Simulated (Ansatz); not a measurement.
# C2HAlClF: one molecule under many settings

Aim: run C2HAlClF under a spread of inputs, and see what each costs and gives.

Method: the settings change from run to run; program: Ansatz 0.2.0, Gaussian basis.

## Step 1: The molecule

The geometry comes from an earlier relaxation with PBE0-D4 in a triple-zeta def2 set; it is a stationary point.

SMILES `C#[C][Al]([F])[Cl]`, 6 atoms, charge 0, spin multiplicity 1.

Atoms are counted from 1 here; the program's logs count them from 0.

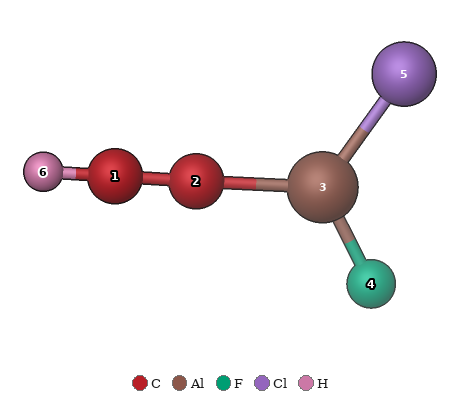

The structure; carbon red, aluminium brown, fluorine teal, chlorine purple, hydrogen pink; atoms are numbered from 1 in the order of the file.

Geometry (Å):

```xyz
6
charge 0, multiplicity 1
C     0.0792    0.5503    1.7916
C     0.0213    0.1461    0.6542
Al   -0.0619   -0.4563   -1.1227
F    -0.4378   -2.0167   -1.4421
Cl    0.3114    0.8053   -2.7229
H     0.1300    0.9074    2.7958
```

## Step 2: B2GP-PLYP/def2-SVP

This run has atoms shaken by 0.15 Å, a point charge of -1.00 e beside it.

in.yaml reads:

```yaml
crystal:
  periodic: [false, false, false]
  atoms:
    - {symbol: C, position_ang: [-0.068316, 0.423636, 2.011772]}
    - {symbol: C, position_ang: [-0.103355, 0.143753, 0.532050]}
    - {symbol: Al, position_ang: [-0.100939, -0.600570, -1.137662]}
    - {symbol: F, position_ang: [-0.380314, -2.015101, -1.369706]}
    - {symbol: Cl, position_ang: [0.114850, 0.667535, -2.765309]}
    - {symbol: H, position_ang: [0.240535, 1.015948, 2.778963]}
basis:
  gaussian: {orbitals: def2-SVP, point_charges: [{charge: -1.00, position_ang: [4.199, -0.273, 0.067]}]}
hamiltonian: {xc: {name: B2GP-PLYP}}
output: {forces: true}
```

Run with:

```sh
$ ansatz run in.yaml --threads 2 --pin off --events-out ev --progress --plain --max-ram 32768MiB --backend cpu
```

Log, shortened:

```text
Functional definition: B2GP-PLYP
  name "B2GP-PLYP"
  cite "Karton, Tarnopolsky, Lamère, Schatz & Martin, J. Phys. Chem. A 112, 12868 (2008) doi:10.1021/jp801805p"
  cite "Becke, Phys. Rev. A 38, 3098 (1988) doi:10.1103/PhysRevA.38.3098"
  cite "Lee, Yang & Parr, Phys. Rev. B 37, 785 (1988) doi:10.1103/PhysRevB.37.785"
[...]
788 factors; integrals over basis functions are off by at most 8.1e-4 eV
[...]
mean field -23893.70324015 eV, -878.0773983417 hartree, gradient 2.0e-6 eV, S^2 0.000000; 0 other end points of the search recorded, 0 dependent functions left out; unrestricted orbitals would lower it
13 core orbitals not correlated: weight in the atoms' cores, before any rotation towards them, 0.999 or more for the frozen orbitals, at most 0.000 for the correlated occupied ones
reference -23893.70335386 eV, -878.0774025206 hartree; 13, 13 occupied and 57, 57 virtual orbitals, 788 factors
second order -21.17534425 eV of doubles, -0.00000000 eV of singles
[...]
Total energy: -23901.32647779 eV, -878.3575471579 hartree
Atom 0 at    -0.068316     0.423636     2.011772 Å, force    -0.976725    -3.639062   -14.610695 eV/Å
Atom 1 at    -0.103355     0.143753     0.532050 Å, force     0.070801     2.776151    13.360953 eV/Å
Atom 2 at    -0.100939    -0.600570    -1.137662 Å, force     2.505905     9.586417     0.794345 eV/Å
Atom 3 at    -0.380314    -2.015101    -1.369706 Å, force    -2.113354   -10.350649    -1.796429 eV/Å
Atom 4 at     0.114850     0.667535    -2.765309 Å, force    -0.094462     0.130124    -0.293785 eV/Å
Atom 5 at     0.240535     1.015948     2.778963 Å, force     0.774433     1.544083     2.616376 eV/Å
Dipole moment:     0.281399     0.024114     0.326233 e Å
```

Run time: 6 s. Hardware: 2 threads, shared host.

Largest force 15.089 eV/Å, dipole 2.07 D.

## Step 3: SVWN5/ANO-RCC-VTZP

in.yaml reads:

```yaml
crystal:
  periodic: [false, false, false]
  atoms:
    - {symbol: C, position_ang: [0.079239, 0.550260, 1.791593]}
    - {symbol: C, position_ang: [0.021281, 0.146083, 0.654163]}
    - {symbol: Al, position_ang: [-0.061928, -0.456303, -1.122723]}
    - {symbol: F, position_ang: [-0.437778, -2.016680, -1.442055]}
    - {symbol: Cl, position_ang: [0.311390, 0.805284, -2.722941]}
    - {symbol: H, position_ang: [0.129995, 0.907356, 2.795764]}
basis:
  gaussian: {orbitals: ANO-RCC-VTZP}
hamiltonian: {xc: {name: SVWN5}}
output: {forces: true}
```

Launched as before.

Log, shortened:

```text
Functional definition: SVWN5
  name "SVWN5"
  cite "Dirac, Proc. Camb. Phil. Soc. 26, 376 (1930) doi:10.1017/S0305004100016108"
  cite "Slater, Phys. Rev. 81, 385 (1951) doi:10.1103/PhysRev.81.385"
  cite "Vosko, Wilk & Nusair, Can. J. Phys. 58, 1200 (1980) doi:10.1139/p80-159"
[...]
1370 factors; their error is unknown
[...]
mean field -23880.02498530 eV, -877.5747317474 hartree, gradient 3.0e-5 eV, S^2 0.000000; 0 other end points of the search recorded, 0 dependent functions left out
[...]
reference -23880.02504041 eV, -877.5747337726 hartree; 26, 26 occupied and 146, 146 virtual orbitals, 1370 factors
Total energy: -23880.02504041 eV, -877.5747337726 hartree
Relativity: scalar
Atom 0 at     0.079239     0.550260     1.791593 Å, force     0.001422     0.015107     0.032801 eV/Å
Atom 1 at     0.021281     0.146083     0.654163 Å, force    -0.026538    -0.190879    -0.544001 eV/Å
Atom 2 at    -0.061928    -0.456303    -1.122723 Å, force     0.080678     0.344157     0.128222 eV/Å
Atom 3 at    -0.437778    -2.016680    -1.442055 Å, force    -0.045971    -0.192514    -0.049325 eV/Å
Atom 4 at     0.311390     0.805284    -2.722941 Å, force    -0.026307    -0.090703     0.101428 eV/Å
Atom 5 at     0.129995     0.907356     2.795764 Å, force     0.016717     0.114832     0.330874 eV/Å
Dipole moment:     0.038307     0.212319     0.385029 e Å
```

It took 6 s on 2 threads, shared host.

Largest force 0.577 eV/Å, dipole 2.12 D.

## Step 4: LC-wPBE/pcseg-2

in.yaml, as its differences from that of step 3:

```diff
@@ -10,4 +10,3 @@
 basis:
-  gaussian: {orbitals: ANO-RCC-VTZP}
-hamiltonian: {xc: {name: SVWN5}}
-output: {forces: true}
+  gaussian: {orbitals: pcseg-2}
+hamiltonian: {xc: {name: LC-wPBE}}
```

Launched as before.

Log, shortened:

```text
Functional definition: LC-wPBE
  name "LC-wPBE"
  cite "Vydrov & Scuseria, J. Chem. Phys. 125, 234109 (2006) doi:10.1063/1.2409292"
  cite "Heyd & Scuseria, J. Chem. Phys. 120, 7274 (2004) doi:10.1063/1.1668634"
  cite "Ernzerhof & Perdew, J. Chem. Phys. 109, 3313 (1998) doi:10.1063/1.476928"
  cite "Perdew, Burke & Ernzerhof, Phys. Rev. Lett. 77, 3865 (1996) doi:10.1103/PhysRevLett.77.3865"
  parent pbe
[...]
1057 factors; their error is unknown
273 factors; integrals over basis functions are off by at most 2.7e-4 eV
[...]
mean field -23923.23112745 eV, -879.1625281854 hartree, gradient 3.1e-5 eV, S^2 0.000000; 0 other end points of the search recorded, 0 dependent functions left out
reference -23923.23112746 eV, -879.1625281857 hartree; 26, 26 occupied and 146, 146 virtual orbitals, 1057 factors
Total energy: -23923.23112746 eV, -879.1625281857 hartree
```

Run time: 3.9 s. Hardware: 2 threads, shared host.

## Step 5: PBE0/def2-TZVP

Set apart from the defaults: multiplicity 3, atoms shaken by 0.15 Å, density fitting with def2-universal-jkfit.

in.yaml reads:

```yaml
crystal:
  periodic: [false, false, false]
  atoms:
    - {symbol: C, position_ang: [-0.168575, 0.503237, 1.826962]}
    - {symbol: C, position_ang: [0.086646, 0.270090, 0.501476]}
    - {symbol: Al, position_ang: [-0.416037, -0.555198, -1.129019]}
    - {symbol: F, position_ang: [-0.630875, -2.059845, -1.643757]}
    - {symbol: Cl, position_ang: [0.313773, 0.635028, -2.660576]}
    - {symbol: H, position_ang: [0.386596, 0.954328, 2.976964]}
basis:
  gaussian: {orbitals: def2-TZVP, fitting: {mean_field: def2-universal-jkfit}}
magnetization: {spin_polarized: true, initial_magnetization: 2}
hamiltonian: {xc: {name: PBE0}}
output: {forces: true}
```

The command is unchanged.

Log, shortened:

```text
Functional definition: PBE0
  name "PBE0"
  cite "Adamo & Barone, J. Chem. Phys. 110, 6158 (1999) doi:10.1063/1.478522"
  cite "Perdew, Burke & Ernzerhof, Phys. Rev. Lett. 77, 3865 (1996) doi:10.1103/PhysRevLett.77.3865"
  parent pbe
[...]
501 factors; integrals over basis functions are off by at most 1.6e0 eV
[...]
mean field -23914.19796575 eV, -878.8305656159 hartree, gradient 1.9e-7 eV, S^2 2.007310; 2 other end points of the search recorded, 0 dependent functions left out
[...]
reference -23914.19799981 eV, -878.8305668676 hartree; 27, 25 occupied and 146, 148 virtual orbitals, 501 factors
Total energy: -23914.19799981 eV, -878.8305668676 hartree
Atom 0 at    -0.168575     0.503237     1.826962 Å, force     1.457562     0.947811     1.636488 eV/Å
Atom 1 at     0.086646     0.270090     0.501476 Å, force    -0.653768    -0.095046     2.785289 eV/Å
Atom 2 at    -0.416037    -0.555198    -1.129019 Å, force     1.143268     1.376952    -0.114213 eV/Å
Atom 3 at    -0.630875    -2.059845    -1.643757 Å, force    -0.501827    -1.220723     0.129032 eV/Å
Atom 4 at     0.313773     0.635028    -2.660576 Å, force    -0.120901     0.328635    -0.438491 eV/Å
Atom 5 at     0.386596     0.954328     2.976964 Å, force    -1.324335    -1.337629    -3.998105 eV/Å
Dipole moment:    -0.166839     0.105808     0.588231 e Å
```

Wall time 22 s (2 threads, shared host); peak memory 0.35 GiB.

Largest force 4.419 eV/Å, dipole 2.98 D, ⟨S²⟩ 2.007.

## Step 6: wB97X/6-31G*

Options: atoms shaken by 0.08 Å, the search for lower states set to off.

in.yaml reads:

```yaml
crystal:
  periodic: [false, false, false]
  atoms:
    - {symbol: C, position_ang: [0.035354, 0.584645, 1.944313]}
    - {symbol: C, position_ang: [0.022330, 0.094191, 0.652644]}
    - {symbol: Al, position_ang: [-0.146859, -0.429135, -1.181357]}
    - {symbol: F, position_ang: [-0.379745, -1.886439, -1.370973]}
    - {symbol: Cl, position_ang: [0.321453, 0.806715, -2.741721]}
    - {symbol: H, position_ang: [0.203690, 0.985189, 2.672274]}
basis:
  gaussian: {orbitals: "6-31G*"}
hamiltonian: {xc: {name: wB97X}}
scf: {lower_state_search: off}
```

The command is unchanged.

Log, shortened:

```text
Functional definition: wB97X
  name "wB97X"
  cite "Chai & Head-Gordon, J. Chem. Phys. 128, 084106 (2008) doi:10.1063/1.2834918"
  cite "Becke, J. Chem. Phys. 107, 8554 (1997) doi:10.1063/1.475007"
[...]
  # The coefficients of nought are those of the uniform gas.
[...]
      + exact_x_lr(omega)
[...]
      + integral(e_c_pw_opposite_spin*poly(b97_u_opposite, 1, cos1, cos2, cos3, cos4))
[...]
775 factors; integrals over basis functions are off by at most 6.9e-4 eV
190 factors; integrals over basis functions are off by at most 1.4e-5 eV
[...]
mean field -23923.23259109 eV, -879.1625819731 hartree, gradient 3.4e-6 eV, S^2 0.000000; 0 other end points of the search recorded, 0 dependent functions left out
reference -23923.23255587 eV, -879.1625806786 hartree; 26, 26 occupied and 59, 59 virtual orbitals, 775 factors
Total energy: -23923.23255587 eV, -879.1625806786 hartree
Checks for a lower state left out: stability, starts, cluster_reference, orbital_swaps, neighbouring_geometries, increment
```

Run time: 2.8 s. Hardware: 2 threads, shared host.

## Step 7: B3LYP/6-31G*

This run has atoms shaken by 0.15 Å, D3(BJ) dispersion, relativity set to none.

in.yaml reads:

```yaml
crystal:
  periodic: [false, false, false]
  atoms:
    - {symbol: C, position_ang: [0.105032, 0.399069, 1.669865]}
    - {symbol: C, position_ang: [-0.092720, 0.228886, 0.735352]}
    - {symbol: Al, position_ang: [-0.302054, -0.323023, -1.241726]}
    - {symbol: F, position_ang: [-0.264488, -1.910447, -1.366664]}
    - {symbol: Cl, position_ang: [0.068411, 0.745984, -2.894751]}
    - {symbol: H, position_ang: [0.268520, 0.963551, 2.728872]}
basis:
  gaussian: {orbitals: "6-31G*"}
hamiltonian: {xc: {name: B3LYP}, dispersion: d3bj, pseudopotentials: {relativity: none}}
output: {forces: true}
```

The command is unchanged.

Log, shortened:

```text
Functional definition: B3LYP
  name "B3LYP"
  cite "Stephens, Devlin, Chabalowski & Frisch, J. Phys. Chem. 98, 11623 (1994) doi:10.1021/j100096a001"
  cite "Becke, Phys. Rev. A 38, 3098 (1988) doi:10.1103/PhysRevA.38.3098"
  cite "Lee, Yang & Parr, Phys. Rev. B 37, 785 (1988) doi:10.1103/PhysRevB.37.785"
  cite "Vosko, Wilk & Nusair, Can. J. Phys. 58, 1200 (1980) doi:10.1139/p80-159"
[...]
772 factors; integrals over basis functions are off by at most 6.7e-4 eV
[...]
mean field -23922.85188212 eV, -879.1485911763 hartree, gradient 2.4e-5 eV, S^2 0.000000; 0 other end points of the search recorded, 0 dependent functions left out
[...]
reference -23922.85213290 eV, -879.1486003925 hartree; 26, 26 occupied and 59, 59 virtual orbitals, 772 factors
Total energy: -23923.07949933 eV, -879.1569559547 hartree
Atom 0 at     0.105032     0.399069     1.669865 Å, force    11.086729    12.595734    54.814956 eV/Å
Atom 1 at    -0.092720     0.228886     0.735352 Å, force   -11.102020   -10.495675   -53.968678 eV/Å
Atom 2 at    -0.302054    -0.323023    -1.241726 Å, force     0.572615     1.221184     4.020706 eV/Å
Atom 3 at    -0.264488    -1.910447    -1.366664 Å, force    -0.270992    -2.088240    -0.359632 eV/Å
Atom 4 at     0.068411     0.745984    -2.894751 Å, force     0.092492     1.141760    -1.377430 eV/Å
Atom 5 at     0.268520     0.963551     2.728872 Å, force    -0.378823    -2.374763    -3.129922 eV/Å
Dipole moment:    -0.175422     0.248222     0.144551 e Å
```

It took 2.4 s on 2 threads, shared host.

Largest force 57.326 eV/Å, dipole 1.62 D.

## Step 8: BHLYP/def2-TZVPD

Set apart from the defaults: D4 dispersion, relativity set to scalar.

in.yaml reads:

```yaml
crystal:
  periodic: [false, false, false]
  atoms:
    - {symbol: C, position_ang: [0.079239, 0.550260, 1.791593]}
    - {symbol: C, position_ang: [0.021281, 0.146083, 0.654163]}
    - {symbol: Al, position_ang: [-0.061928, -0.456303, -1.122723]}
    - {symbol: F, position_ang: [-0.437778, -2.016680, -1.442055]}
    - {symbol: Cl, position_ang: [0.311390, 0.805284, -2.722941]}
    - {symbol: H, position_ang: [0.129995, 0.907356, 2.795764]}
basis:
  gaussian: {orbitals: def2-TZVPD}
hamiltonian: {xc: {name: BHLYP}, dispersion: d4, pseudopotentials: {relativity: scalar}}
output: {forces: true}
```

The command is unchanged.

Log, shortened:

```text
Functional definition: BHLYP
  name "BHLYP"
  cite "Becke, J. Chem. Phys. 98, 1372 (1993) doi:10.1063/1.464304"
  cite "Becke, Phys. Rev. A 38, 3098 (1988) doi:10.1103/PhysRevA.38.3098"
  cite "Lee, Yang & Parr, Phys. Rev. B 37, 785 (1988) doi:10.1103/PhysRevB.37.785"
[...]
1366 factors; their error is unknown
[...]
mean field -23977.69073349 eV, -881.1638817932 hartree, gradient 1.7e-5 eV, S^2 0.000000; 0 other end points of the search recorded, 0 dependent functions left out
[...]
reference -23977.69093133 eV, -881.1638890636 hartree; 26, 26 occupied and 186, 186 virtual orbitals, 1366 factors
Total energy: -23977.87565705 eV, -881.1706776087 hartree
Relativity: scalar
Atom 0 at     0.079239     0.550260     1.791593 Å, force    -0.042911    -0.289787    -0.823651 eV/Å
Atom 1 at     0.021281     0.146083     0.654163 Å, force     0.050228     0.348556     0.992481 eV/Å
Atom 2 at    -0.061928    -0.456303    -1.122723 Å, force    -0.057163    -0.232780    -0.020313 eV/Å
Atom 3 at    -0.437778    -2.016680    -1.442055 Å, force     0.096302     0.399319     0.079555 eV/Å
Atom 4 at     0.311390     0.805284    -2.722941 Å, force    -0.029283    -0.101067     0.112292 eV/Å
Atom 5 at     0.129995     0.907356     2.795764 Å, force    -0.017173    -0.124241    -0.340364 eV/Å
Dipole moment:     0.036935     0.209128     0.400615 e Å
```

It took 10 s on 2 threads, shared host; peak memory 0.6 GiB.

Largest force 1.053 eV/Å, dipole 2.18 D.

## Step 9: wB97X/cc-pVTZ-DK

Options: the search for lower states set to off.

in.yaml, as its differences from that of step 8:

```diff
@@ -10,4 +10,5 @@
 basis:
-  gaussian: {orbitals: def2-TZVPD}
-hamiltonian: {xc: {name: BHLYP}, dispersion: d4, pseudopotentials: {relativity: scalar}}
+  gaussian: {orbitals: cc-pVTZ-DK}
+hamiltonian: {xc: {name: wB97X}}
+scf: {lower_state_search: off}
 output: {forces: true}
```

Same command.

Log, shortened:

```text
Functional definition: wB97X
  name "wB97X"
  cite "Chai & Head-Gordon, J. Chem. Phys. 128, 084106 (2008) doi:10.1063/1.2834918"
  cite "Becke, J. Chem. Phys. 107, 8554 (1997) doi:10.1063/1.475007"
[...]
  # The coefficients of nought are those of the uniform gas.
[...]
      + exact_x_lr(omega)
[...]
      + integral(e_c_pw_opposite_spin*poly(b97_u_opposite, 1, cos1, cos2, cos3, cos4))
[...]
1098 factors; their error is unknown
228 factors; integrals over basis functions are off by at most 3.2e-5 eV
[...]
mean field -23984.23229050 eV, -881.4042795792 hartree, gradient 1.6e-6 eV, S^2 0.000000; 0 other end points of the search recorded, 0 dependent functions left out
[...]
reference -23984.23225626 eV, -881.4042783212 hartree; 26, 26 occupied and 146, 146 virtual orbitals, 1098 factors
Total energy: -23984.23225626 eV, -881.4042783212 hartree
Relativity: scalar
Atom 0 at     0.079239     0.550260     1.791593 Å, force    -0.022274    -0.146373    -0.418164 eV/Å
Atom 1 at     0.021281     0.146083     0.654163 Å, force     0.030076     0.203323     0.565455 eV/Å
Atom 2 at    -0.061928    -0.456303    -1.122723 Å, force     0.080975     0.335138     0.060155 eV/Å
Atom 3 at    -0.437778    -2.016680    -1.442055 Å, force    -0.098105    -0.409253    -0.095380 eV/Å
Atom 4 at     0.311390     0.805284    -2.722941 Å, force     0.011917     0.038113    -0.064612 eV/Å
Atom 5 at     0.129995     0.907356     2.795764 Å, force    -0.002589    -0.020948    -0.047455 eV/Å
Dipole moment:     0.030175     0.180770     0.392944 e Å
Checks for a lower state left out: stability, starts, cluster_reference, orbital_swaps, neighbouring_geometries, increment
```

Run time: 8 s. Hardware: 2 threads, shared host; peak memory 0.43 GiB.

Largest force 0.602 eV/Å, dipole 2.08 D.

## Step 10: CAM-B3LYP/cc-pVTZ-DK

This run has multiplicity 3, finite nuclei, high accuracy, the search for lower states set to full.

in.yaml, as its differences from that of step 9:

```diff
@@ -10,5 +10,6 @@
 basis:
-  gaussian: {orbitals: cc-pVTZ-DK}
-hamiltonian: {xc: {name: wB97X}}
-scf: {lower_state_search: off}
-output: {forces: true}
+  gaussian: {orbitals: cc-pVTZ-DK, nuclear_model: gaussian}
+magnetization: {spin_polarized: true, initial_magnetization: 2}
+hamiltonian: {xc: {name: CAM-B3LYP}}
+accuracy: high
+scf: {lower_state_search: full}
```

Launched as before.

Log, shortened:

```text
Functional definition: CAM-B3LYP
  name "CAM-B3LYP"
  cite "Yanai, Tew & Handy, Chem. Phys. Lett. 393, 51 (2004) doi:10.1016/j.cplett.2004.06.011"
  cite "Iikura, Tsuneda, Yanai & Hirao, J. Chem. Phys. 115, 3540 (2001) doi:10.1063/1.1383587"
  cite "Becke, Phys. Rev. A 38, 3098 (1988) doi:10.1103/PhysRevA.38.3098"
  cite "Lee, Yang & Parr, Phys. Rev. B 37, 785 (1988) doi:10.1103/PhysRevB.37.785"
  cite "Vosko, Wilk & Nusair, Can. J. Phys. 58, 1200 (1980) doi:10.1139/p80-159"
[...]
  # Exact exchange under (alpha + beta erf(omega r))/r, Becke's under what is left of 1/r.
[...]
2711 factors; integrals over basis functions are off by at most 1.2e-8 eV
503 factors; integrals over basis functions are off by at most 1.7e-9 eV
[...]
mean field -23979.58849169 eV, -881.2336231206 hartree, gradient 4.9e-8 eV, S^2 2.005008; 13 other end points of the search recorded, 0 dependent functions left out
reference -23979.58851128 eV, -881.2336238407 hartree; 27, 25 occupied and 145, 147 virtual orbitals, 2711 factors
Total energy: -23979.58851128 eV, -881.2336238407 hartree
Relativity: scalar
```

It took 2.2 min on 2 threads, shared host; peak memory 1.3 GiB.

⟨S²⟩ 2.005.

## Step 11: The runs in one table

| level | charge | multiplicity | geometry | functions | energy (eV) | time |
| --- | --- | --- | --- | --- | --- | --- |
| B2GP-PLYP/def2-SVP | 0 | 1 | shaken, point charge | 83 | -23901.326 | 6 s |
| SVWN5/ANO-RCC-VTZP | 0 | 1 | relaxed | 172 | -23880.025 | 6 s |
| LC-wPBE/pcseg-2 | 0 | 1 | relaxed | 172 | -23923.231 | 3.9 s |
| PBE0/def2-TZVP | 0 | 3 | shaken | 173 | -23914.198 | 22 s |
| wB97X/6-31G* | 0 | 1 | shaken | 85 | -23923.233 | 2.8 s |
| B3LYP/6-31G* | 0 | 1 | shaken | 85 | -23923.079 | 2.4 s |
| BHLYP/def2-TZVPD | 0 | 1 | relaxed | 212 | -23977.876 | 10 s |
| wB97X/cc-pVTZ-DK | 0 | 1 | relaxed | 172 | -23984.232 | 8 s |
| CAM-B3LYP/cc-pVTZ-DK | 0 | 3 | relaxed | 172 | -23979.589 | 2.2 min |

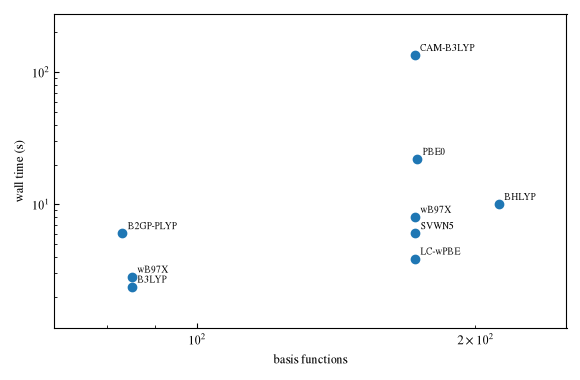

Wall time against the number of basis functions (shared host).

## Step 12: Outcome

| quantity | value |
| --- | --- |
| runs | 9 |
| quickest | B3LYP/6-31G*, 2.4 s |
| slowest | CAM-B3LYP/cc-pVTZ-DK, 2.2 min |
| spread of total energies, same state and geometry | 104.2 eV |
| dipole, same state and geometry | 2.08 to 2.18 D |

In words: Run time spans a factor of 57, from B3LYP/6-31G* to CAM-B3LYP/cc-pVTZ-DK. The jobs differ in tasks and options as well as level. Total energies at one charge and spin differ by 104 eV between levels, so only differences within one level mean anything. Some of these runs are scalar-relativistic and others not, which shifts the totals of all-electron atoms past neon by eV; core potentials, where a basis has them, take the core out of the total altogether. At the PBE0-D4/def2-TZVP geometry and in the same state, runs without warnings or point charges leave forces up to 1.05 eV/Å (BHLYP/def2-TZVPD), against 57.3 eV/Å where the atoms were moved. At that geometry and state the dipole changes by 5 % between the lowest and highest value.
